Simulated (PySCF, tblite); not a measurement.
# C36H26: electronic excitations, NMR shifts

Aim: compute the electronic excitations, NMR shifts of C36H26 (`CC(C)(C)c1c2cccc3c4ccccc4cc(c4cc5cccc6cc7ccccc7c(c14)c65)c23`).

Programs: tblite 0.8.0 and PySCF 2.14.0, with routines of our own; each step states its level. All values are computed. Atoms count from 0.

## 1. The system as given

62 atoms, charge 0, multiplicity 1; geometry from: force field, distance geometry or constructed start.

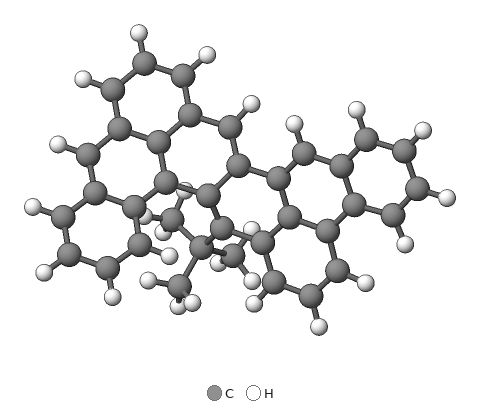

The starting geometry (carbon grey, hydrogen white).

## 2. Geometry optimisation with GFN2-xTB

What the job is given:

```
{"job": {"kind": "relax", "xc": "GFN2-xTB", "basis": "xTB"}, "charge": 0, "multiplicity": 1}
C     -2.407700    -1.003200    -1.951800
C     -1.312800    -1.866100    -1.277500
C     -2.025000    -2.964500    -0.454700
C     -0.607200    -2.515400    -2.511800
C     -0.269500    -1.032500    -0.426700
C      1.139200    -1.581800    -0.226200
C      1.374400    -2.960800    -0.151500
C      2.652200    -3.479400     0.037000
C      3.732400    -2.626900     0.186700
C      3.570800    -1.224600     0.195800
C      4.678200    -0.326900     0.407900
C      6.028700    -0.732900     0.584000
C      7.063800     0.182600     0.811800
C      6.792200     1.536900     0.863600
C      5.477200     1.979200     0.699700
C      4.430200     1.063900     0.476400
C      3.132100     1.543200     0.308300
C      2.057000     0.673700     0.051900
C      0.674400     1.166300    -0.112500
C      0.416300     2.400200    -0.597300
C     -0.975200     2.870500    -0.794500
C     -1.227100     4.090200    -1.427800
C     -2.518400     4.604300    -1.454800
C     -3.561800     3.912800    -0.823700
C     -3.316700     2.699400    -0.168700
C     -4.325800     2.039600     0.559300
C     -4.043400     0.881400     1.295400
C     -5.037600     0.310700     2.112900
C     -4.767900    -0.809900     2.894200
C     -3.498800    -1.372200     2.884600
C     -2.505000    -0.827400     2.061000
C     -2.760600     0.289900     1.230800
C     -1.793100     0.864400     0.359300
C     -0.466400     0.236800     0.041400
C     -2.026600     2.134500    -0.218200
C      2.253300    -0.709800    -0.004700
H     -1.982100    -0.143300    -2.482700
H     -3.166200    -0.640300    -1.251700
H     -2.976000    -1.587800    -2.690000
H     -2.951400    -2.579700     0.007800
H     -1.419700    -3.373500     0.356200
H     -2.328600    -3.803300    -1.093100
H      0.016900    -1.787000    -3.042800
H      0.021700    -3.378200    -2.256400
H     -1.341900    -2.907800    -3.222400
H      0.566200    -3.680600    -0.223500
H      2.800300    -4.558100     0.070200
H      4.701200    -3.083900     0.334400
H      6.310100    -1.779900     0.547000
H      8.088100    -0.173100     0.936200
H      7.586600     2.246800     1.044300
H      5.285500     3.044000     0.748600
H      2.953200     2.610000     0.395100
H      1.192500     3.102500    -0.858800
H     -0.416900     4.656600    -1.877800
H     -2.719700     5.551700    -1.952400
H     -4.546300     4.350700    -0.820500
H     -5.312500     2.486500     0.601800
H     -6.031200     0.749200     2.159600
H     -5.546100    -1.229500     3.527800
H     -3.279000    -2.233300     3.505500
H     -1.516600    -1.283600     2.084200
```

Started as:

```bash
$ OMP_NUM_THREADS=2 python large_run.py task.json out
```

The driver reads the jobs from task.json and runs them one after another.

Log:

```text
step      E/eV     max force
  0   -2458.53873    2.081
  1   -2458.84045    1.007
  2   -2458.90685    0.524
  3   -2458.95556    0.336
  4   -2459.00551    0.470
  5   -2459.04420    0.398
  6   -2459.07802    0.307
  7   -2459.10106    0.232
  8   -2459.12058    0.194
  9   -2459.13936    0.241
 10   -2459.15744    0.273
 11   -2459.17194    0.245
 12   -2459.18295    0.147
 13   -2459.19205    0.163
 14   -2459.19997    0.156
 15   -2459.20657    0.141
 16   -2459.21204    0.123
 17   -2459.21668    0.089
 18   -2459.22061    0.075
 19   -2459.22396    0.095
 20   -2459.22708    0.086
 21   -2459.23002    0.079
 22   -2459.23259    0.077
 23   -2459.23478    0.066
 24   -2459.23680    0.066
 25   -2459.23880    0.065
 26   -2459.24068    0.057
 27   -2459.24237    0.062
 28   -2459.24391    0.057
 29   -2459.24537    0.055
 30   -2459.24673    0.051
 31   -2459.24795    0.050
 32   -2459.24910    0.050
 33   -2459.25027    0.060
 34   -2459.25149    0.064
 35   -2459.25270    0.055
 36   -2459.25381    0.052
 37   -2459.25476    0.044
 38   -2459.25555    0.039
 39   -2459.25625    0.040
 40   -2459.25695    0.045
 41   -2459.25765    0.040
 42   -2459.25831    0.039
 43   -2459.25889    0.035
 44   -2459.25943    0.033
 45   -2459.25996    0.039
 46   -2459.26046    0.032
 47   -2459.26087    0.034
 48   -2459.26121    0.033
 49   -2459.26153    0.037
 50   -2459.26188    0.037
 51   -2459.26226    0.037
 52   -2459.26266    0.033
 53   -2459.26305    0.030
 54   -2459.26341    0.028
 55   -2459.26371    0.026
 56   -2459.26401    0.030
 57   -2459.26434    0.039
 58   -2459.26472    0.040
 59   -2459.26511    0.031
 60   -2459.26550    0.030
 61   -2459.26593    0.035
 62   -2459.26640    0.039
 63   -2459.26687    0.039
 64   -2459.26727    0.031
 65   -2459.26758    0.028
 66   -2459.26784    0.025
 67   -2459.26810    0.025
 68   -2459.26833    0.024
 69   -2459.26853    0.023
 70   -2459.26871    0.018
```

It took 3.6 s on 2 threads of Arm Neoverse V1, shared host; peak memory 0.19 GiB.

Step by step:

```tsv
step	energy from step 0 (eV)	largest force (eV/Å)
0	0.0000	2.0811
1	-0.3017	1.0077
2	-0.3681	0.5249
3	-0.4168	0.3362
4	-0.4668	0.4697
5	-0.5055	0.3982
6	-0.5393	0.3067
7	-0.5623	0.2318
8	-0.5818	0.1933
13	-0.6533	0.1628
18	-0.6819	0.0754
23	-0.6960	0.0664
29	-0.7066	0.0548
34	-0.7128	0.0636
39	-0.7175	0.0396
44	-0.7207	0.0333
50	-0.7231	0.0367
55	-0.7250	0.0262
60	-0.7268	0.0299
66	-0.7291	0.0244
67	-0.7294	0.0253
68	-0.7296	0.0237
69	-0.7298	0.0231
70	-0.7300	0.0188
```

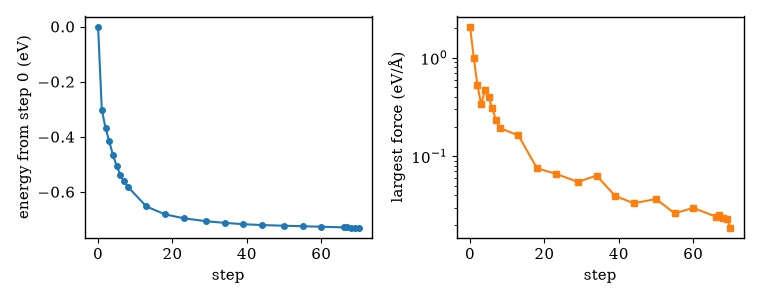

Energy and force, step by step.

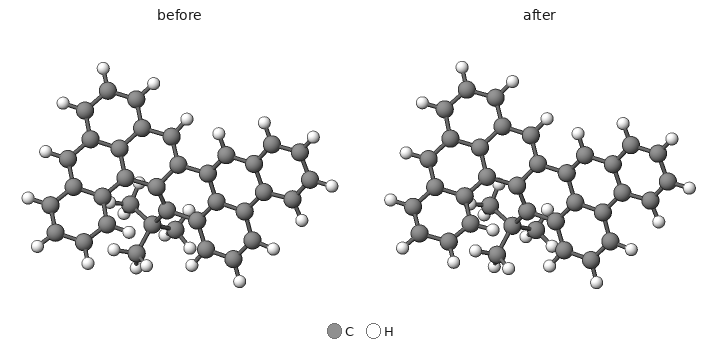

The geometry before (left) and after (right).

Close pairs (by a distance rule), those that changed most:

```tsv
bond	before (Å)	after (Å)	change (Å)
C4–C5	1.525	1.456	-0.070
C19–C20	1.482	1.424	-0.058
C32–C33	1.502	1.451	-0.051
C1–C4	1.583	1.536	-0.048
C16–C17	1.406	1.370	-0.037
C29–C30	1.401	1.366	-0.035
C22–C23	1.402	1.369	-0.033
C18–C33	1.480	1.449	-0.031
```

The final coordinates are the input of the step that follows.

## 3. Vibrational analysis with GFN2-xTB

What the job is given:

```
{"job": {"kind": "ir", "xc": "GFN2-xTB", "basis": "xTB"}, "charge": 0, "multiplicity": 1}
C     -2.387352    -1.011083    -1.816568
C     -1.290337    -1.887477    -1.187370
C     -2.004196    -2.999723    -0.401004
C     -0.541992    -2.488491    -2.399258
C     -0.262441    -1.058670    -0.403519
C      1.076465    -1.591765    -0.198264
C      1.305345    -2.960427    -0.067296
C      2.572196    -3.468294     0.166677
C      3.654523    -2.631276     0.280733
C      3.486334    -1.241413     0.217435
C      4.599729    -0.341339     0.395803
C      5.922113    -0.776250     0.575175
C      6.945272     0.113682     0.790793
C      6.693140     1.486061     0.839578
C      5.417541     1.945434     0.648911
C      4.355612     1.051960     0.414814
C      3.042766     1.531827     0.210211
C      1.987589     0.691288    -0.026892
C      0.639458     1.194934    -0.207519
C      0.381084     2.466103    -0.632415
C     -0.943161     2.965332    -0.792939
C     -1.223283     4.203580    -1.345816
C     -2.532287     4.694293    -1.365944
C     -3.551717     3.997491    -0.775317
C     -3.314194     2.741553    -0.166369
C     -4.304791     2.028598     0.504021
C     -4.000399     0.851378     1.189146
C     -4.951432     0.215873     2.025574
C     -4.619556    -0.882128     2.761061
C     -3.313186    -1.398593     2.705003
C     -2.386808    -0.846875     1.866408
C     -2.700975     0.269369     1.061940
C     -1.750016     0.887787     0.210725
C     -0.472681     0.273017    -0.097490
C     -2.004680     2.184959    -0.250192
C      2.186147    -0.723218    -0.001539
H     -1.957279    -0.153198    -2.328945
H     -3.107500    -0.657389    -1.087641
H     -2.933876    -1.603965    -2.548016
H     -2.826482    -2.584092     0.174964
H     -1.353886    -3.521832     0.292739
H     -2.413407    -3.726543    -1.100171
H     -0.014124    -1.701545    -2.935148
H      0.179069    -3.249985    -2.126622
H     -1.260984    -2.937572    -3.081716
H      0.491784    -3.661066    -0.113661
H      2.702591    -4.536598     0.261038
H      4.629888    -3.059646     0.441666
H      6.157615    -1.827984     0.542752
H      7.953340    -0.249206     0.927532
H      7.503978     2.175676     1.021972
H      5.206139     3.005207     0.675965
H      2.884491     2.598278     0.272947
H      1.194240     3.127084    -0.892280
H     -0.421336     4.801262    -1.754474
H     -2.729639     5.651398    -1.827426
H     -4.553709     4.401365    -0.749033
H     -5.313271     2.417303     0.537311
H     -5.941668     0.643849     2.089949
H     -5.345662    -1.346084     3.412104
H     -3.045910    -2.234076     3.334758
H     -1.380258    -1.236631     1.837276
```

Log:

```text
mode    cm-1     km/mol
  1      21.2      0.09
  2      34.4      0.07
  3      44.8      0.18
  4      65.1      0.08
  5      71.9      0.77
  6      78.3      0.03
  7      86.2      0.54
  8      98.7      0.07
  9     120.6      0.12
 10     139.8      0.36
 11     144.2      0.60
 12     160.4      0.63
 13     176.7      2.99
 14     184.3      0.34
 15     209.0      0.13
 16     232.1      1.34
 17     237.9      0.37
 18     250.3      0.81
 19     260.8      0.42
 20     274.0      0.62
 21     285.8      0.19
 22     290.7      0.09
 23     295.2      2.28
 24     305.0      1.26
 25     308.8      0.23
 26     335.6      0.72
 27     375.7      0.50
 28     382.6      0.10
 29     396.2      0.32
 30     404.9      0.37
 31     416.4      0.28
 32     424.8      0.18
 33     437.9      1.30
 34     446.6      0.60
 35     450.1      0.41
 36     461.8      0.58
 37     468.9      0.57
 38     474.9      2.00
 39     497.5      2.82
 40     511.3      0.30
 41     519.4      4.31
 42     519.9      0.64
 43     533.4      2.83
 44     551.1      0.62
 45     556.3      0.27
 46     574.0      3.88
 47     575.6      0.58
 48     593.0      0.46
 49     600.9      0.61
 50     614.9      0.68
 51     624.5      0.39
 52     639.2      6.20
 53     649.1      0.08
 54     672.2      2.90
 55     689.6      3.17
 56     702.1      0.21
 57     712.6      0.71
 58     731.3      0.60
 59     743.5      1.29
 60     744.2      0.97
 61     761.4     33.27
 62     764.9      4.01
 63     778.0      5.74
 64     782.6      0.97
 65     790.5      6.01
 66     801.3      0.91
 67     817.1      0.94
 68     831.0      7.18
 69     841.1     25.46
 70     851.9     11.23
 71     859.0      0.32
 72     867.2      0.62
 73     870.5      3.16
 74     872.8      0.41
 75     877.1      0.76
 76     880.8      4.75
 77     882.6      2.10
 78     909.8      0.39
 79     913.1      0.76
 80     919.0      2.59
 81     919.7      1.34
 82     921.0      2.56
 83     925.3      5.09
 84     928.2      0.54
 85     951.9      0.41
 86     960.1      2.67
 87     974.0      2.03
 88     980.6      6.62
 89     996.9      5.56
 90    1037.9      0.89
 91    1042.0      1.88
 92    1079.8      0.97
 93    1086.5      0.02
 94    1091.8      1.17
 95    1092.8      0.49
 96    1112.2      7.05
 97    1115.5      2.03
 98    1138.7      0.95
 99    1162.6      2.27
100    1164.8      0.57
101    1174.0      0.37
102    1180.3      0.16
103    1185.1      0.44
104    1190.2      2.16
105    1196.4      7.72
106    1203.9      7.46
107    1210.7      9.04
108    1218.4      4.81
109    1224.1      1.66
110    1234.9     11.86
111    1238.7      3.98
112    1249.8      1.14
113    1266.2      0.13
114    1278.6      4.10
115    1280.1      0.07
116    1293.1      0.87
117    1313.7      2.61
118    1320.1      2.06
119    1343.7      3.68
120    1347.2      3.18
121    1352.2      0.30
122    1364.3      1.99
123    1370.7      0.44
124    1373.5      4.71
125    1390.8      3.17
126    1393.6      9.81
127    1408.6      0.13
128    1410.9      1.83
129    1412.9      2.67
130    1414.9      0.16
131    1430.5      2.35
132    1438.2      0.39
133    1440.4      5.46
134    1445.2      0.19
135    1463.8      2.09
136    1467.1      0.07
137    1486.1      2.20
138    1490.4      7.65
139    1495.8      3.50
140    1500.1      5.65
141    1504.2      1.39
142    1506.5      2.04
143    1517.1      2.48
144    1526.1      4.87
145    1528.5      7.58
146    1536.6      1.28
147    1546.8     11.66
148    1553.3      2.24
149    1562.8      5.26
150    1569.4      0.21
151    1573.6      0.16
152    1585.8      5.12
153    1602.4      0.29
154    1610.4      2.72
155    3017.1      2.05
156    3020.9      5.60
157    3026.8     15.90
158    3028.9    110.87
159    3034.8     36.57
160    3049.7     11.59
161    3065.8      9.08
162    3066.8     25.22
163    3068.5     10.55
164    3069.0      7.08
165    3072.1     29.41
166    3076.2     38.78
167    3077.1     63.77
168    3078.3     34.85
169    3078.3     16.48
170    3080.1     35.59
171    3080.5     29.02
172    3082.9     24.12
173    3085.2     80.24
174    3086.6     83.59
175    3087.7     47.00
176    3089.9    102.58
177    3094.6     64.33
178    3100.8     27.02
179    3115.1     68.37
180    3151.6     11.55
```

It took 18 s on 2 threads of Arm Neoverse V1, shared host; peak memory 0.19 GiB.

The strongest bands and the atoms that carry them (share of the mass-weighted mode):

```tsv
cm⁻¹	km/mol	atoms
3029	110.9	H41 36 %, H44 32 %, H36 13 %, H38 10 %
3077	63.8	H46 72 %
3085	80.2	H55 33 %, H56 20 %, H54 19 %, H52 12 %
3087	83.6	H61 38 %, H59 37 %, H58 12 %
3088	47.0	H53 44 %, H52 23 %
3090	102.6	H50 53 %, H49 15 %
3095	64.3	H60 38 %, H61 27 %, H59 22 %
3115	68.4	H47 71 %, H48 19 %
```

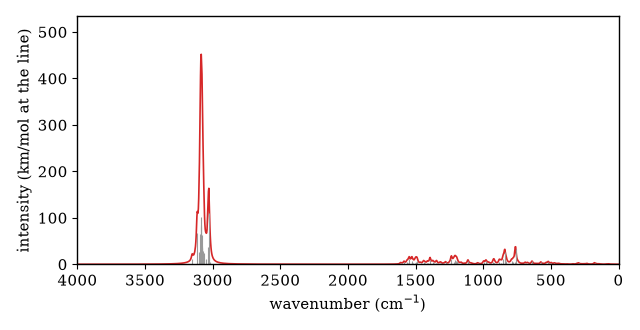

The infrared spectrum from these modes, unscaled. Lines are broadened to a width of 14 cm⁻¹ (Lorentzian).

## 4. Electronic excitations: TDDFT BHandHLYP/6-31G*

Settings changed since step 3:

```diff
@@ -1,2 +1,2 @@
-{"job": {"kind": "ir", "xc": "GFN2-xTB", "basis": "xTB"}, "charge": 0, "multiplicity": 1}
+{"job": {"kind": "uv", "basis": "6-31G*", "grid": 1, "kgrid": 0, "vcut": 1.5, "nstates": 8, "ntriplets": 3, "tda": false, "delta": ["ip_vertical", "ea_vertical", "triplet_vertical"], "pop": true, "xc": "BHandHLYP"}, "charge": 0, "multiplicity": 1}
 C     -2.387352    -1.011083    -1.816568
```

Level: TDDFT BHandHLYP/6-31G*, vertical, gas phase, core orbitals frozen in the response, virtual orbitals cut by energy.

Log:

```text
start: PBE on a coarse grid of 51107 points
cycle   1  E = -1385.7850512276  dE =  6.096e+00  |g| = 1.071e+00  |ddm| = 9.678e+00
cycle   2  E = -1385.5864120080  dE =  1.986e-01  |g| = 1.376e+00  |ddm| = 3.269e+00
cycle   3  E = -1386.0532288056  dE = -4.668e-01  |g| = 4.476e-01  |ddm| = 2.190e+00
cycle   4  E = -1386.0922188777  dE = -3.899e-02  |g| = 2.738e-01  |ddm| = 1.007e+00
cycle   5  E = -1386.1166600736  dE = -2.444e-02  |g| = 9.883e-02  |ddm| = 5.354e-01
cycle   6  E = -1386.1195784301  dE = -2.918e-03  |g| = 3.917e-02  |ddm| = 1.995e-01
cycle   7  E = -1386.1199987813  dE = -4.204e-04  |g| = 1.646e-02  |ddm| = 7.052e-02
cycle   8  E = -1386.1200491103  dE = -5.033e-05  |g| = 9.953e-03  |ddm| = 3.247e-02
final grid: 221750 points
cycle   9  E = -1386.6481014217  dE = -5.579e-02  |g| = 8.001e-02  |ddm| = 2.056e+00
cycle  10  E = -1386.6499350629  dE = -1.834e-03  |g| = 5.002e-02  |ddm| = 2.591e-01
cycle  11  E = -1386.6505422998  dE = -6.072e-04  |g| = 2.554e-02  |ddm| = 1.013e-01
cycle  12  E = -1386.6507203210  dE = -1.780e-04  |g| = 1.125e-02  |ddm| = 4.954e-02
cycle  13  E = -1386.6507616813  dE = -4.136e-05  |g| = 2.984e-03  |ddm| = 1.914e-02
cycle  14  E = -1386.6507656379  dE = -3.957e-06  |g| = 1.497e-03  |ddm| = 6.404e-03
cycle  15  E = -1386.6507706003  dE = -4.962e-06  |g| = 7.034e-04  |ddm| = 3.944e-03
cycle  16  E = -1386.6507678216  dE =  2.779e-06  |g| = 2.455e-04  |ddm| = 1.800e-03
cycle  17  E = -1386.6507687371  dE = -9.155e-07  |g| = 8.820e-05  |ddm| = 5.537e-04
converged SCF energy = -1386.6507687371
Vertical ionisation energy (delta-SCF) = 5.4896 eV   <S^2> = 0.889
Vertical electron affinity (delta-SCF) = 1.0278 eV   <S^2> = 0.870
Vertical lowest triplet (delta-SCF) = 0.8648 eV   <S^2> = 2.215

Static polarisability (au): isotropic 448.150, principal 197.813 458.089 688.547

Singlet excitations
state   eV       nm        f      main configurations
  1   2.2697    546.3   0.54831   H->L 0.98
  2   3.2255    384.4   0.04457   H->L+1 0.91
  3   3.3021    375.5   0.01673   H-1->L 0.90
  4   3.7459    331.0   0.00270   H->L+2 0.55, H-2->L 0.30
  5   3.8341    323.4   0.00029   H-3->L 0.41, H->L+4 0.40
  6   3.8732    320.1   0.02539   H->L+3 0.71, H-3->L 0.09
  7   4.1390    299.6   0.01094   H-4->L 0.65, H-3->L 0.11, H->L+4 0.09
  8   4.1930    295.7   0.14572   H-2->L 0.47, H->L+2 0.27

Triplet excitations (Tamm-Dancoff, eV): 1.0023 2.0868 2.7030
```

Run time: 14 min. Hardware: 2 threads of Arm Neoverse V1, shared host; peak memory 1.6 GiB.

Frontier orbitals and where they lie:

```tsv
orbital	eV	atoms
HOMO−4	-7.56	C33 11 %, C35 11 %, C23 7 %
HOMO−3	-7.42	C34 16 %, C22 13 %, C24 10 %
HOMO−2	-6.96	C6 14 %, C11 13 %, C9 12 %
HOMO−1	-6.42	C32 10 %, C19 9 %, C25 8 %
HOMO	-5.06	C4 11 %, C21 9 %, C23 9 %
LUMO	-1.46	C4 11 %, C25 9 %, C23 8 %
LUMO+1	-0.17	C16 10 %, C32 9 %, C17 9 %
LUMO+2	0.31	C13 12 %, C6 12 %, C11 12 %
LUMO+3	0.78	C33 16 %, C35 14 %, C4 7 %
```

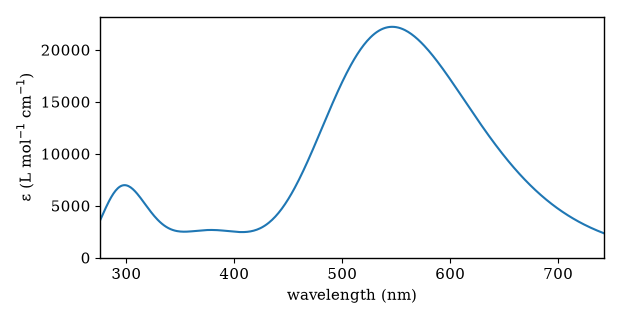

Absorption spectrum: each of the 8 states is a Gaussian band of 0.4 eV half-width at 1/e. Beyond the last state computed it falls off for lack of states.

Further results of this job:

```tsv
property	computed
dipole moment (D)	0.36
polarisability (Å³)	66.41
HOMO–LUMO gap (eV)	3.60
−ε(HOMO) (eV)	5.06
```

(Part 1 of 2 ends here.)
